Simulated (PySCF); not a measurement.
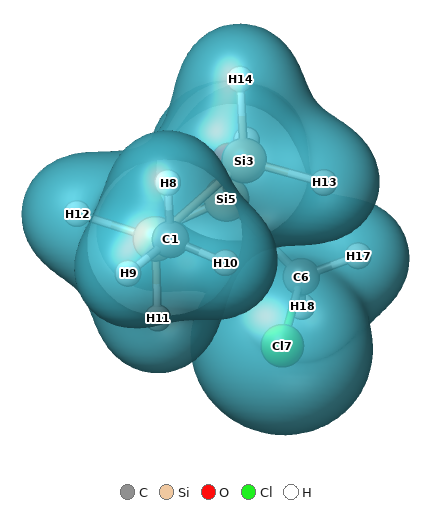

*C2H11ClOSi3. Isosurface of the total electron density at 0.05 e/Å³ (cyan), seen at an oblique angle.*

Geometry: GFN2-xTB.

These are results of PySCF 2.14.0, PBE0/pcSseg-1, SCF density, gas phase, non-relativistic, not measurements.

```tsv
atom	x (Å)	y (Å)	z (Å)
C	-3.2171	-1.2016	-0.3201
Si	-1.8412	0.1055	-0.1986
Si	-0.2682	-0.6057	1.3322
O	0.8946	0.5533	1.4324
Si	2.1059	1.4263	0.8450
C	3.0553	0.3851	-0.4474
Cl	1.9476	-0.0745	-1.7664
H	-3.6699	-1.3936	0.6486
H	-4.0067	-0.8807	-0.9921
H	-2.8342	-2.1469	-0.6942
H	-1.3288	0.3291	-1.5609
H	-2.4831	1.3795	0.1858
H	0.4417	-1.8527	1.0112
H	-0.6694	-0.7012	2.7418
H	1.5431	2.6023	0.1904
H	3.0016	1.7000	1.9645
H	3.4425	-0.5449	-0.0362
H	3.8773	0.9269	-0.9077
```

Q: How is the density connected at this value?

A: At this value the surface is in one piece. It bridges the sampled Si–O (1.60 Å), C–Cl (1.78 Å), C–Si (1.90 Å) and Si–Si (2.31 Å) contacts, where the density stays above the isovalue. On the grid the lowest density along these lines, outside the cores, is 1 e/Å³ (Si–O, 1.60 Å), 1.2 e/Å³ (C–Cl, 1.78 Å), 0.76 e/Å³ (C–Si, 1.90 Å) and 0.67 e/Å³ (Si–Si, 2.31 Å).
